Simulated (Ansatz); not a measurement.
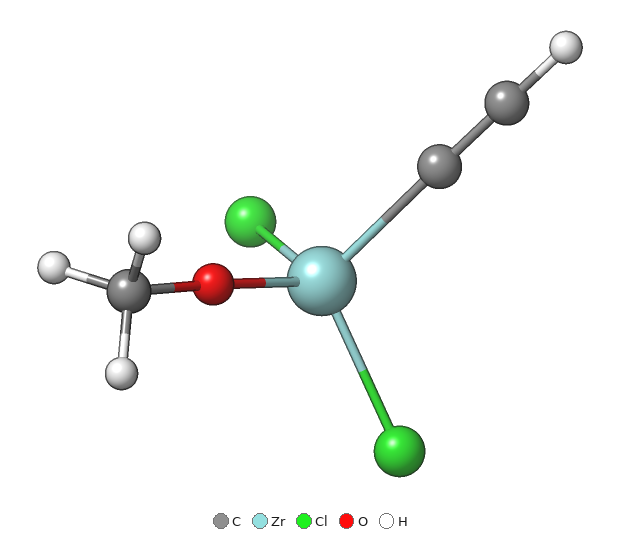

A ball-and-stick model of a molecule.

The species is neutral and a spin singlet.

Description:

It has 11 atoms: 3 carbon, 4 hydrogen, 2 chlorine, 1 oxygen and 1 zirconium (C3H4Cl2OZr). SMILES: `C#[C][Zr]([Cl])([Cl])[O]C`. Among its groups: alkyne. This geometry has Cs symmetry. Coordination: 2 C linear; 1 Zr tetrahedral; 1 O linear; 1 C tetrahedral.

The parts below concern this one geometry. Atoms keep their numbers from picture to picture. Computed geometry: PBE0-D4/def2-TZVP optimisation.

**Charges**

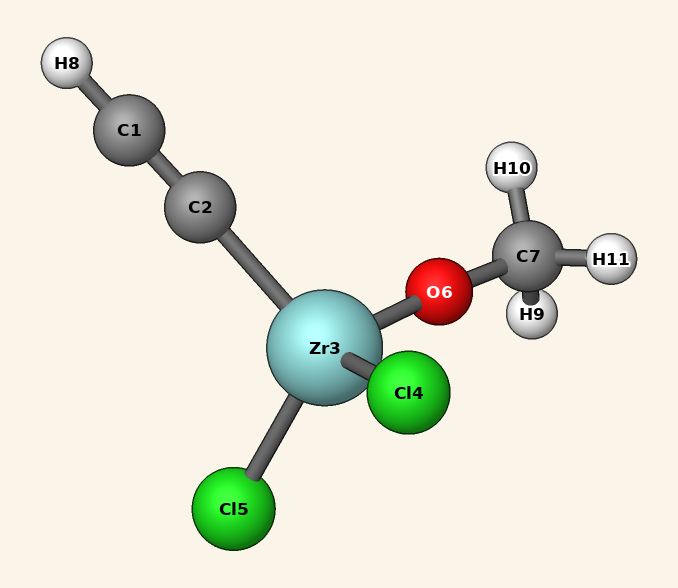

The questions are on Mulliken charges. Method: RKS PBE0-D4/def2-TZVP, core potentials on Zr (Ansatz 0.2.0).

Give the Mulliken charges atom by atom.

```
atom  value (e)
  C1      −0.42
  C2      −0.18
 Zr3       1.50
 Cl4      −0.39
 Cl5      −0.39
  O6      −0.51
  C7      −0.21
  H8       0.18
  H9       0.14
 H10       0.14
 H11       0.14
```

**Vibrations**

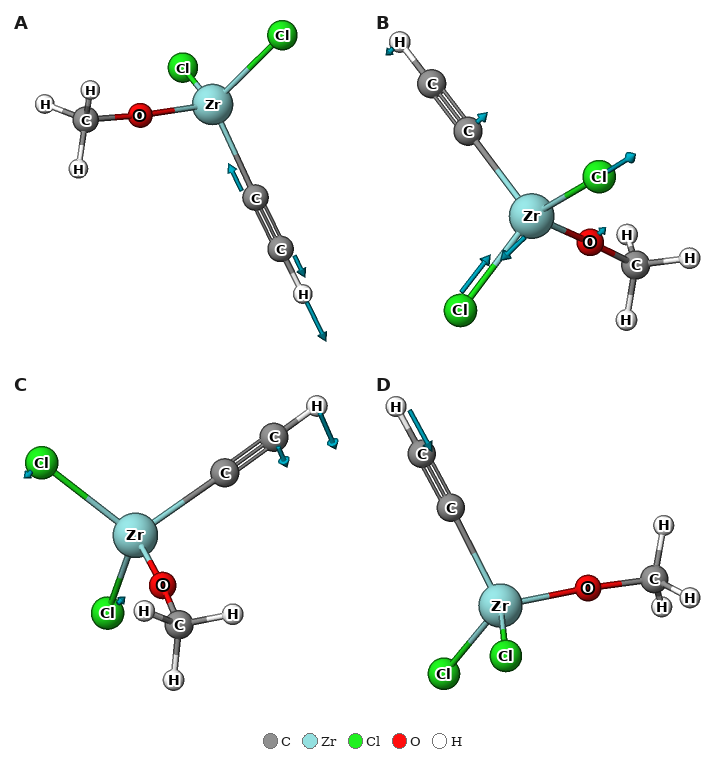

4 normal modes of one molecule or complex, as arrows. Harmonic vibrations computed with RKS PBE0-D4/def2-TZVP, core potentials on Zr (Ansatz 0.2.0) at a stationary point of the same level.

Question: Match the panels to the wavenumbers 67 cm⁻¹, 420 cm⁻¹, 2082 cm⁻¹, 3450 cm⁻¹.

Answer: A: 2082 cm⁻¹
B: 420 cm⁻¹, out-of-phase stretching of 2 Zr–Cl bonds
C: 67 cm⁻¹
D: 3450 cm⁻¹, C–H stretching

**Levels of theory compared**

Program: Ansatz 0.2.0.

Compare HOMO energy (eV), vertical IP (eV), HOMO–LUMO gap (eV) at these levels: B3LYP-D4/def2-TZVPP; PBE-D4/def2-TZVPP; PBE0-D4/def2-TZVPP; r2SCAN-D4/def2-TZVPP.

| level | HOMO energy (eV) | vertical IP (eV) | HOMO–LUMO gap (eV) |
| --- | --- | --- | --- |
| B3LYP-D4/def2-TZVPP | −8.04 | 10.16 | 5.72 |
| PBE-D4/def2-TZVPP | −7.08 | 9.73 | 4.18 |
| PBE0-D4/def2-TZVPP | −8.30 | 10.21 | 6.17 |
| r2SCAN-D4/def2-TZVPP | −7.35 | 9.91 | 4.57 |

Mulliken values depend strongly on the basis set and can even reverse the polarity of a bond.
